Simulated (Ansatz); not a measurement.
**Saddle-point search, with input and output: SiH5Cl2OF (part 1 of 2)**

The run: saddle-point search of SiH5Cl2OF. Method and program: RHF/STO-3G (Ansatz 0.2.0).

The run did not end well.

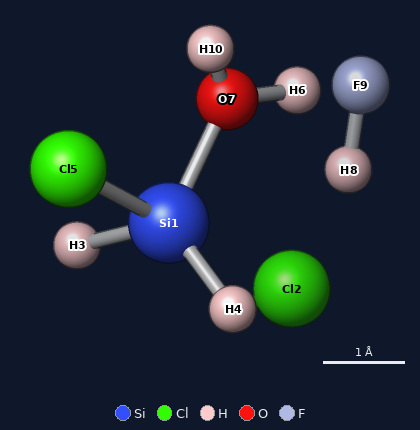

The starting structure (ball-and-stick view, seen at a tilt; atoms are numbered from 1 in the order of the input).

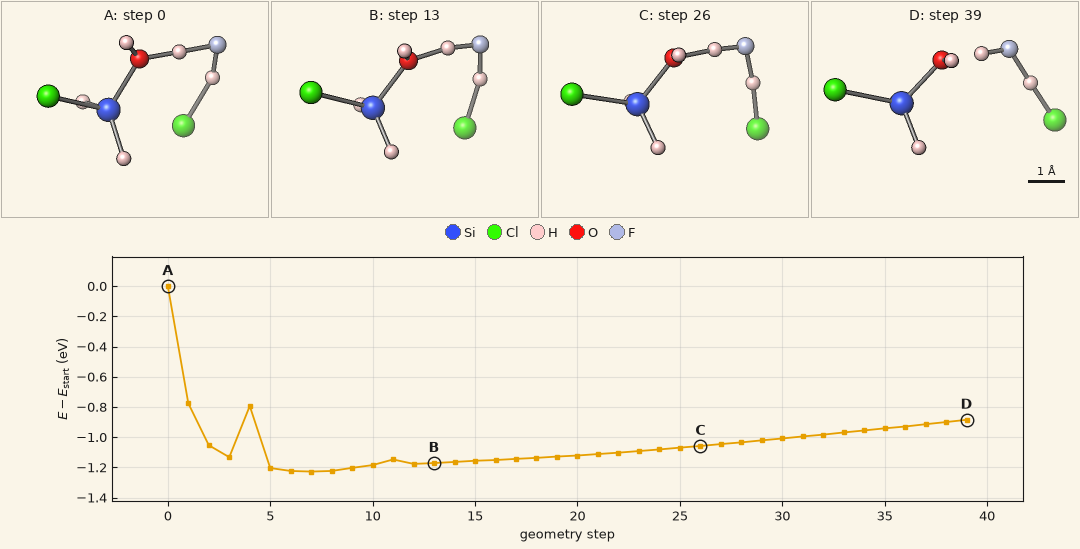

Frames of the saddle-point search (ball-and-stick view, seen at a tilt) above the curves, on which the letters mark them (the first geometry is step 0 here and step 1 in the log).

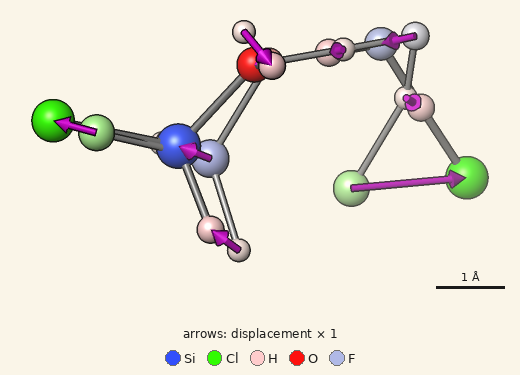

Start (faint) and end (solid) with the displacements as pink arrows, at true length (ball-and-stick view, seen at a tilt). The two geometries are laid on each other by the best rigid fit. The relaxation stopped without meeting its thresholds, so the last structure isn't shown to be converged. The energy falls by 0.885 eV in 39 geometry steps. Largest force component: 10 eV/Å at the start, 0.25 eV/Å at the end. Cl2 moves most after the best rigid fit: 1.79 Å. By element the largest moves are Cl 1.79 Å, H 0.82 Å, F 0.62 Å, Si 0.59 Å, O 0.29 Å. Among the contacts that change: Cl2–H8 1.651 → 1.412 Å, H6–O7 1.190 → 1.407 Å, H6–F9 1.197 → 0.981 Å, H8–F9 1.071 → 1.259 Å. Among the angles that change: H6–F9–H8 88.1° → 123.5°, Cl2–H8–F9 156.7° → 178.6°, Cl5–Si1–O7 95.4° → 111.6°. (Atoms are counted from 1 in the order of the input.)

The input and output of the run follow.

The input
```yaml
crystal:
  periodic: [false, false, false]
  atoms:
    - {symbol: Si, position_ang: [-0.849115, 0.718835, -0.249242]}
    - {symbol: Cl, position_ang: [-0.797984, -1.857110, -0.706631]}
    - {symbol: H, position_ang: [-0.811204, 0.811977, -1.792676]}
    - {symbol: H, position_ang: [-2.060377, 0.297528, 0.562023]}
    - {symbol: Cl, position_ang: [-0.863075, 2.777835, 0.075960]}
    - {symbol: H, position_ang: [1.180605, -0.634667, 0.469740]}
    - {symbol: O, position_ang: [0.734109, 0.465312, 0.388718]}
    - {symbol: H, position_ang: [0.694592, -2.051951, -0.029357]}
    - {symbol: F, position_ang: [1.617210, -1.748443, 0.422341]}
    - {symbol: H, position_ang: [1.093744, 1.155278, 0.767647]}
basis:
  gaussian: {orbitals: STO-3G}
hamiltonian: {xc: hf}
saddle:
  f_tol: 0.1
  max_steps: 40
  mode_guess:
    - [0.1148, 0.3069, 0.0958]
    - [0.1654, -0.4427, 0.0066]
    - [0.0151, -0.1027, 0.0811]
    - [0.1146, -0.0554, -0.0398]
    - [-0.0505, 0.2038, -0.0469]
    - [0.1287, -0.2981, -0.1091]
    - [-0.0298, 0.0084, -0.0388]
    - [-0.4954, 0.0540, -0.1485]
    - [0.0977, 0.3841, 0.0530]
    - [-0.0606, -0.0581, 0.1466]
```

Launched with:
```bash
ansatz run in.yaml --threads 8 --pin off --events-out ev --progress --plain --max-ram 19148MiB
```

Log
```
Functional definition: HF
  name "HF"
  cite "Fock, Z. Phys. 61, 126 (1930) doi:10.1007/BF01340294"
  parent pbe
  exchange = exact_x
  correlation = 0
560 factors; integrals over basis functions are off by at most 8.7e-6 eV
mean field evaluation 1: about -37265.5669 eV, gradient 2.0e1 eV
mean field evaluation 2: about -37265.6861 eV, gradient 2.0e1 eV
mean field evaluation 4: about -37267.6007 eV, gradient 7.7e-1 eV
mean field evaluation 8: about -37267.6030 eV, gradient 1.6e-4 eV
mean field -37267.60300829 eV, -1369.5591496660 hartree, gradient 7.5e-6 eV, S^2 0.000000; 0 other end points of the search recorded, 0 dependent functions left out
the calculation of the forces begins
reference -37267.60300829 eV, -1369.5591496660 hartree; 35, 35 occupied and 7, 7 virtual orbitals, 560 factors
these checks for a lower state are left out or cut short: stability, starts, cluster_reference, orbital_swaps, neighbouring_geometries, increment
560 factors; integrals over basis functions are off by at most 8.7e-6 eV
mean field evaluation 16: about -37267.6012 eV, gradient 6.7e-7 eV
mean field -37267.60122080 eV, -1369.5590839772 hartree, gradient 8.8e-7 eV, S^2 0.000000; 0 other end points of the search recorded, 0 dependent functions left out
[... from here on the field's lines of each further geometry are left out, up to the last ...]
saddle step   1: F+E_penalty+E_count = -37267.60300829 eV  max|allowed force component| = 1.045e1 eV/Å  curvature = -3.5364 eV/Å²  mode residual = 1.74e1 eV/Å²  Δτ_max = 0.0000 Å  (1 rotations, 3 force calls, 60 SCF iters)  cluster: 3 rotations left out, max|force component along them| = 2.440e-7 eV/Å
saddle step   2: F+E_penalty+E_count = -37268.37856144 eV  max|allowed force component| = 3.775e0 eV/Å  curvature = +3.0409 eV/Å²  mode residual = 1.72e1 eV/Å²  Δτ_max = 0.2000 Å  (1 rotations, 4 force calls, 79 SCF iters)  cluster: 3 rotations left out, max|force component along them| = 5.196e-7 eV/Å
saddle step   3: F+E_penalty+E_count = -37268.65571044 eV  max|allowed force component| = 2.069e0 eV/Å  curvature = +1.1997 eV/Å²  mode residual = 5.41e0 eV/Å²  Δτ_max = 0.0425 Å  (1 rotations, 4 force calls, 73 SCF iters)  cluster: 3 rotations left out, max|force component along them| = 4.292e-7 eV/Å
saddle step   4: F+E_penalty+E_count = -37268.73497109 eV  max|allowed force component| = 1.765e0 eV/Å  curvature = -0.3794 eV/Å²  mode residual = 6.35e0 eV/Å²  Δτ_max = 0.0513 Å  (1 rotations, 3 force calls, 58 SCF iters)  cluster: 3 rotations left out, max|force component along them| = 3.460e-7 eV/Å
saddle step   5: F+E_penalty+E_count = -37268.39625272 eV  max|allowed force component| = 2.354e0 eV/Å  curvature = -0.9241 eV/Å²  mode residual = 3.58e0 eV/Å²  Δτ_max = 0.2000 Å  (1 rotations, 3 force calls, 64 SCF iters)  cluster: 3 rotations left out, max|force component along them| = 2.460e-7 eV/Å
saddle step   6: F+E_penalty+E_count = -37268.80664436 eV  max|allowed force component| = 6.858e-1 eV/Å  curvature = -1.1125 eV/Å²  mode residual = 2.24e0 eV/Å²  Δτ_max = 0.1597 Å  (1 rotations, 3 force calls, 63 SCF iters)  cluster: 3 rotations left out, max|force component along them| = 3.289e-7 eV/Å
saddle step   7: F+E_penalty+E_count = -37268.82612493 eV  max|allowed force component| = 3.964e-1 eV/Å  curvature = -0.7944 eV/Å²  mode residual = 2.36e0 eV/Å²  Δτ_max = 0.0205 Å  (1 rotations, 3 force calls, 58 SCF iters)  cluster: 3 rotations left out, max|force component along them| = 3.271e-7 eV/Å
saddle step   8: F+E_penalty+E_count = -37268.83002600 eV  max|allowed force component| = 2.201e-1 eV/Å  curvature = -0.6075 eV/Å²  mode residual = 2.49e0 eV/Å²  Δτ_max = 0.0150 Å  (1 rotations, 3 force calls, 58 SCF iters)  cluster: 3 rotations left out, max|force component along them| = 3.196e-7 eV/Å
saddle step   9: F+E_penalty+E_count = -37268.82604499 eV  max|allowed force component| = 2.684e-1 eV/Å  curvature = -0.6485 eV/Å²  mode residual = 1.83e0 eV/Å²  Δτ_max = 0.0186 Å  (1 rotations, 3 force calls, 58 SCF iters)  cluster: 3 rotations left out, max|force component along them| = 3.091e-7 eV/Å
saddle step  10: F+E_penalty+E_count = -37268.80550732 eV  max|allowed force component| = 3.208e-1 eV/Å  curvature = -0.6601 eV/Å²  mode residual = 2.51e0 eV/Å²  Δτ_max = 0.0757 Å  (1 rotations, 3 force calls, 56 SCF iters)  cluster: 3 rotations left out, max|force component along them| = 3.016e-7 eV/Å
saddle step  11: F+E_penalty+E_count = -37268.78726179 eV  max|allowed force component| = 3.088e-1 eV/Å  curvature = -0.1988 eV/Å²  mode residual = 2.66e0 eV/Å²  Δτ_max = 0.1236 Å  (1 rotations, 3 force calls, 63 SCF iters)  cluster: 3 rotations left out, max|force component along them| = 3.155e-7 eV/Å
saddle step  12: F+E_penalty+E_count = -37268.74996557 eV  max|allowed force component| = 7.546e-1 eV/Å  curvature = +0.5873 eV/Å²  mode residual = 3.32e0 eV/Å²  Δτ_max = 0.1936 Å  (1 rotations, 3 force calls, 63 SCF iters)  cluster: 3 rotations left out, max|force component along them| = 5.066e-7 eV/Å
saddle step  13: F+E_penalty+E_count = -37268.77932640 eV  max|allowed force component| = 2.152e-1 eV/Å  curvature = +0.0239 eV/Å²  mode residual = 2.88e0 eV/Å²  Δτ_max = 0.1019 Å  (1 rotations, 4 force calls, 76 SCF iters)  cluster: 3 rotations left out, max|force component along them| = 3.403e-7 eV/Å
saddle step  14: F+E_penalty+E_count = -37268.77375898 eV  max|allowed force component| = 1.191e-1 eV/Å  curvature = +0.3653 eV/Å²  mode residual = 3.15e0 eV/Å²  Δτ_max = 0.0495 Å  (1 rotations, 4 force calls, 76 SCF iters)  cluster: 3 rotations left out, max|force component along them| = 3.918e-7 eV/Å
saddle step  15: F+E_penalty+E_count = -37268.76651914 eV  max|allowed force component| = 1.205e-1 eV/Å  curvature = +0.6012 eV/Å²  mode residual = 2.19e0 eV/Å²  Δτ_max = 0.0522 Å  (1 rotations, 4 force calls, 76 SCF iters)  cluster: 3 rotations left out, max|force component along them| = 4.740e-7 eV/Å
saddle step  16: F+E_penalty+E_count = -37268.75846176 eV  max|allowed force component| = 1.371e-1 eV/Å  curvature = +0.5735 eV/Å²  mode residual = 3.06e0 eV/Å²  Δτ_max = 0.0521 Å  (1 rotations, 4 force calls, 76 SCF iters)  cluster: 3 rotations left out, max|force component along them| = 5.668e-7 eV/Å
saddle step  17: F+E_penalty+E_count = -37268.75379920 eV  max|allowed force component| = 1.490e-1 eV/Å  curvature = +0.5101 eV/Å²  mode residual = 1.94e0 eV/Å²  Δτ_max = 0.0546 Å  (1 rotations, 4 force calls, 76 SCF iters)  cluster: 3 rotations left out, max|force component along them| = 6.624e-7 eV/Å
saddle step  18: F+E_penalty+E_count = -37268.74606092 eV  max|allowed force component| = 1.645e-1 eV/Å  curvature = +0.5334 eV/Å²  mode residual = 2.33e0 eV/Å²  Δτ_max = 0.0516 Å  (1 rotations, 4 force calls, 76 SCF iters)  cluster: 3 rotations left out, max|force component along them| = 7.654e-7 eV/Å
saddle step  19: F+E_penalty+E_count = -37268.73938097 eV  max|allowed force component| = 1.560e-1 eV/Å  curvature = +0.5382 eV/Å²  mode residual = 1.67e0 eV/Å²  Δτ_max = 0.0535 Å  (1 rotations, 4 force calls, 76 SCF iters)  cluster: 3 rotations left out, max|force component along them| = 8.933e-7 eV/Å
saddle step  20: F+E_penalty+E_count = -37268.73076388 eV  max|allowed force component| = 1.603e-1 eV/Å  curvature = +0.4513 eV/Å²  mode residual = 2.05e0 eV/Å²  Δτ_max = 0.0515 Å  (1 rotations, 4 force calls, 76 SCF iters)  cluster: 3 rotations left out, max|force component along them| = 1.014e-6 eV/Å
saddle step  21: F+E_penalty+E_count = -37268.72384201 eV  max|allowed force component| = 1.774e-1 eV/Å  curvature = +0.4043 eV/Å²  mode residual = 1.21e0 eV/Å²  Δτ_max = 0.0539 Å  (1 rotations, 4 force calls, 77 SCF iters)  cluster: 3 rotations left out, max|force component along them| = 1.158e-6 eV/Å
saddle step  22: F+E_penalty+E_count = -37268.71419246 eV  max|allowed force component| = 1.495e-1 eV/Å  curvature = +0.3831 eV/Å²  mode residual = 1.85e0 eV/Å²  Δτ_max = 0.0515 Å  (1 rotations, 4 force calls, 77 SCF iters)  cluster: 3 rotations left out, max|force component along them| = 1.304e-6 eV/Å
saddle step  23: F+E_penalty+E_count = -37268.70500861 eV  max|allowed force component| = 1.803e-1 eV/Å  curvature = +0.3717 eV/Å²  mode residual = 1.01e0 eV/Å²  Δτ_max = 0.0541 Å  (1 rotations, 4 force calls, 76 SCF iters)  cluster: 3 rotations left out, max|force component along them| = 1.498e-6 eV/Å
saddle step  24: F+E_penalty+E_count = -37268.69431484 eV  max|allowed force component| = 1.289e-1 eV/Å  curvature = +0.3993 eV/Å²  mode residual = 1.06e0 eV/Å²  Δτ_max = 0.0516 Å  (1 rotations, 4 force calls, 77 SCF iters)  cluster: 3 rotations left out, max|force component along them| = 1.658e-6 eV/Å
saddle step  25: F+E_penalty+E_count = -37268.68365157 eV  max|allowed force component| = 1.746e-1 eV/Å  curvature = +0.3997 eV/Å²  mode residual = 1.15e0 eV/Å²  Δτ_max = 0.0559 Å  (1 rotations, 4 force calls, 76 SCF iters)  cluster: 3 rotations left out, max|force component along them| = 1.900e-6 eV/Å
saddle step  26: F+E_penalty+E_count = -37268.67171553 eV  max|allowed force component| = 1.243e-1 eV/Å  curvature = +0.3826 eV/Å²  mode residual = 1.06e0 eV/Å²  Δτ_max = 0.0524 Å  (1 rotations, 4 force calls, 77 SCF iters)  cluster: 3 rotations left out, max|force component along them| = 2.071e-6 eV/Å
saddle step  27: F+E_penalty+E_count = -37268.66081219 eV  max|allowed force component| = 1.691e-1 eV/Å  curvature = +0.4090 eV/Å²  mode residual = 9.29e-1 eV/Å²  Δτ_max = 0.0600 Å  (1 rotations, 4 force calls, 76 SCF iters)  cluster: 3 rotations left out, max|force component along them| = 2.353e-6 eV/Å
saddle step  28: F+E_penalty+E_count = -37268.64816016 eV  max|allowed force component| = 1.273e-1 eV/Å  curvature = +0.3966 eV/Å²  mode residual = 1.10e0 eV/Å²  Δτ_max = 0.0532 Å  (1 rotations, 4 force calls, 77 SCF iters)  cluster: 3 rotations left out, max|force component along them| = 2.531e-6 eV/Å
saddle step  29: F+E_penalty+E_count = -37268.63695688 eV  max|allowed force component| = 1.892e-1 eV/Å  curvature = +0.4092 eV/Å²  mode residual = 8.84e-1 eV/Å²  Δτ_max = 0.0626 Å  (1 rotations, 4 force calls, 77 SCF iters)  cluster: 3 rotations left out, max|force component along them| = 2.852e-6 eV/Å
saddle step  30: F+E_penalty+E_count = -37268.62346265 eV  max|allowed force component| = 1.523e-1 eV/Å  curvature = +0.4086 eV/Å²  mode residual = 1.12e0 eV/Å²  Δτ_max = 0.0546 Å  (1 rotations, 4 force calls, 76 SCF iters)  cluster: 3 rotations left out, max|force component along them| = 3.024e-6 eV/Å
saddle step  31: F+E_penalty+E_count = -37268.61109767 eV  max|allowed force component| = 2.214e-1 eV/Å  curvature = +0.4300 eV/Å²  mode residual = 1.07e0 eV/Å²  Δτ_max = 0.0649 Å  (1 rotations, 4 force calls, 76 SCF iters)  cluster: 3 rotations left out, max|force component along them| = 3.408e-6 eV/Å
saddle step  32: F+E_penalty+E_count = -37268.59755531 eV  max|allowed force component| = 1.618e-1 eV/Å  curvature = +0.4221 eV/Å²  mode residual = 1.10e0 eV/Å²  Δτ_max = 0.0547 Å  (1 rotations, 4 force calls, 77 SCF iters)  cluster: 3 rotations left out, max|force component along them| = 3.570e-6 eV/Å
saddle step  33: F+E_penalty+E_count = -37268.58575417 eV  max|allowed force component| = 2.313e-1 eV/Å  curvature = +0.4351 eV/Å²  mode residual = 1.11e0 eV/Å²  Δτ_max = 0.0670 Å  (1 rotations, 4 force calls, 77 SCF iters)  cluster: 3 rotations left out, max|force component along them| = 3.915e-6 eV/Å
saddle step  34: F+E_penalty+E_count = -37268.57126377 eV  max|allowed force component| = 2.129e-1 eV/Å  curvature = +0.4208 eV/Å²  mode residual = 1.09e0 eV/Å²  Δτ_max = 0.0566 Å  (1 rotations, 4 force calls, 76 SCF iters)  cluster: 3 rotations left out, max|force component along them| = 4.068e-6 eV/Å
saddle step  35: F+E_penalty+E_count = -37268.55802450 eV  max|allowed force component| = 3.210e-1 eV/Å  curvature = +0.4439 eV/Å²  mode residual = 1.10e0 eV/Å²  Δτ_max = 0.0691 Å  (1 rotations, 4 force calls, 77 SCF iters)  cluster: 3 rotations left out, max|force component along them| = 4.340e-6 eV/Å
saddle step  36: F+E_penalty+E_count = -37268.54392356 eV  max|allowed force component| = 2.077e-1 eV/Å  curvature = +0.4205 eV/Å²  mode residual = 1.10e0 eV/Å²  Δτ_max = 0.0562 Å  (1 rotations, 4 force calls, 77 SCF iters)  cluster: 3 rotations left out, max|force component along them| = 4.498e-6 eV/Å
saddle step  37: F+E_penalty+E_count = -37268.53196059 eV  max|allowed force component| = 3.002e-1 eV/Å  curvature = +0.4359 eV/Å²  mode residual = 1.12e0 eV/Å²  Δτ_max = 0.0702 Å  (1 rotations, 4 force calls, 76 SCF iters)  cluster: 3 rotations left out, max|force component along them| = 1.364e-6 eV/Å
```
